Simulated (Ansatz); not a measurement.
**C₂H₈F₂In₂ (SMILES [CH3][InH-]1[F+][InH-]([CH3])[F+]1): density, localisation and related maps**

```
atom    x (Å)    y (Å)    z (Å)
   C  -1.5570   1.2445   2.3580
  In   0.1456   1.2870   1.0875
   F  -0.6405   0.7932  -0.8509
  In  -0.1424  -1.2849  -1.0836
   C   1.5534  -1.2511  -2.3635
   F   0.6526  -0.7882   0.8508
   H  -1.9913   2.2379   2.4716
   H  -2.2967   0.5775   1.9146
   H  -1.2810   0.8659   3.3428
   H   1.5986   2.1046   0.7414
   H  -1.5972  -2.0944  -0.7260
   H   1.7299  -2.2181  -2.8337
   H   2.4249  -0.9739  -1.7696
   H   1.4010  -0.4999  -3.1394
```

Geometry: PBE0-D4/def2-TZVP; core potentials replace the inner electrons of In.

Method: RKS PBE0-D4/def2-TZVPP in Ansatz.

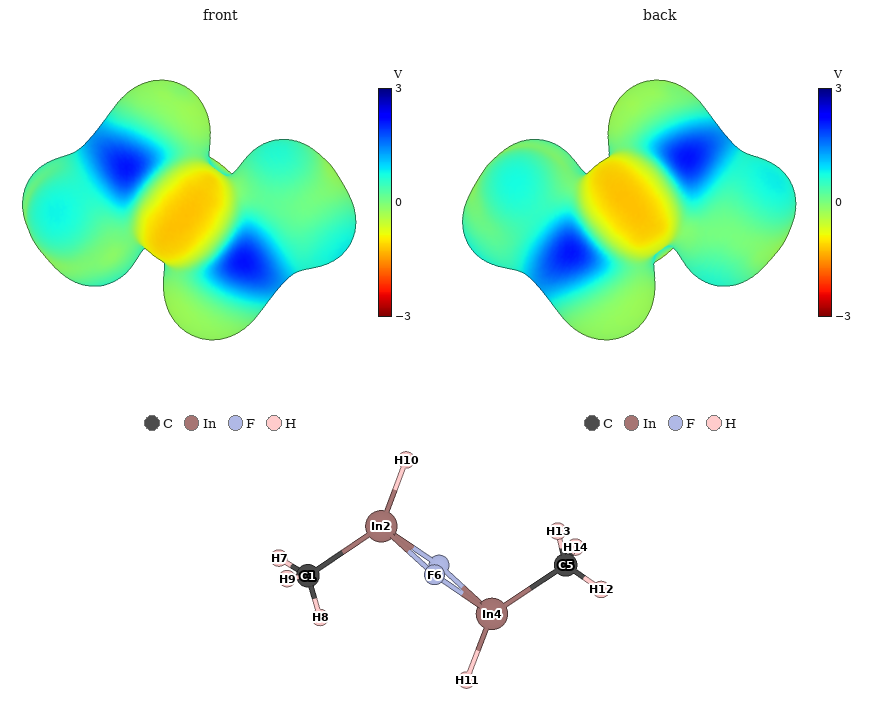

Figure 1. The molecular electrostatic potential painted on the density surface at 0.002 e/bohr³, seen from the front and from behind; the colour scale runs from red (negative) to blue (positive). The bare structure is drawn below in the same view.

**Describe the electrostatic potential map.**

The most negative region (about −1.2 V, or −28 kcal/mol for a unit charge) lies over F3 and F6, the most positive (about +2.1 V, or +48 kcal/mol for a unit charge) over In2 and In4.

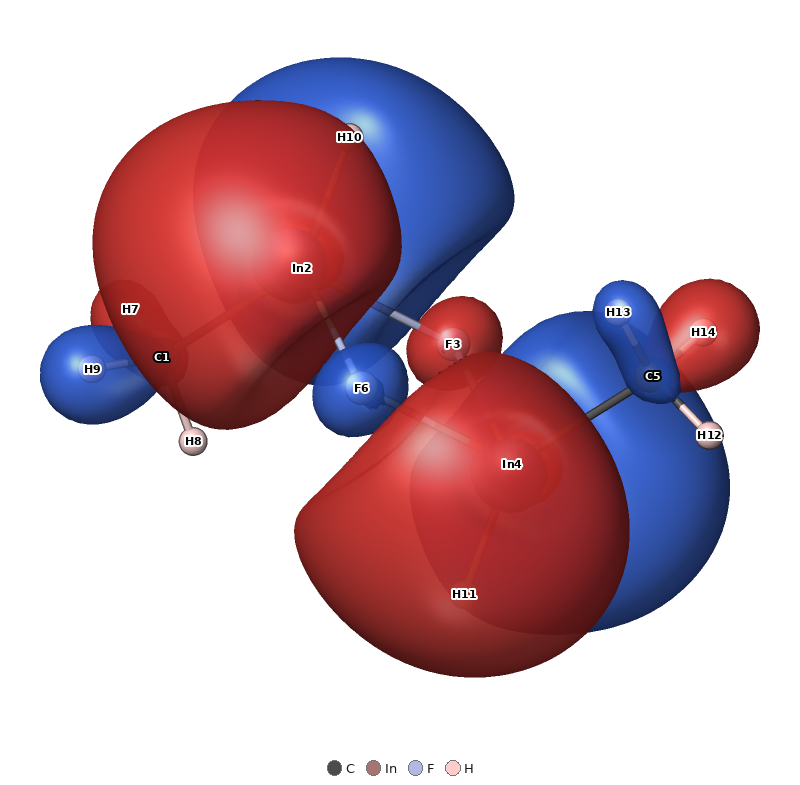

Figure 2. One frontier orbital at ±0.05 Å⁻³ᐟ² (red and blue are the two phases), seen at a tilt.

**Which orbital is it: HOMO or LUMO?**

The LUMO, at −0.59 eV. Its weight (Hirshfeld) is mainly on In4 (about 40 %) and In2 (about 40 %).
